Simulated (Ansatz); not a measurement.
bcc V was calculated with LDA (PAW; Ansatz, a quantum-chemistry and plane-wave program).

Numerical settings: plane-wave cutoff 520 eV, 26×26×26 k mesh, Fermi–Dirac smearing 0.05 eV, no spin polarisation, scalar-relativistic PAW data made under PBE.

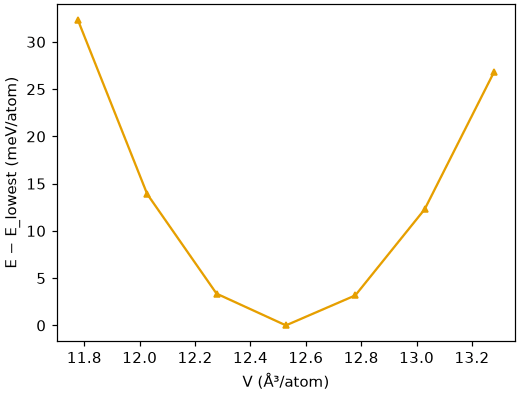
Figure: Total energy against volume

From the curve, estimate the equilibrium volume and the bulk modulus.

V0 ≈ 12.5 Å³/atom and B0 ≈ 210 GPa; the fit gives V0 = 12.528 Å³/atom, B0 = 209 GPa, B′ = 3.7.

Measured, for comparison: bulk modulus 161 GPa (corrected for temperature and zero-point phonon effects, our sources range from 159 to 166; as tabulated in Levämäki et al. (2014), arXiv:1402.3671); equilibrium volume per atom 13.79 Å³/atom (static lattice: zero-point anharmonic expansion removed; as tabulated in Mejia-Rodriguez and Trickey (2018), arXiv:1807.09216). Computed (rounded) less measured: bulk modulus +30 % (+26 % to +31 % over the range), equilibrium volume per atom -9.1 %.

The computed numbers hold no vibrational or temperature effects.
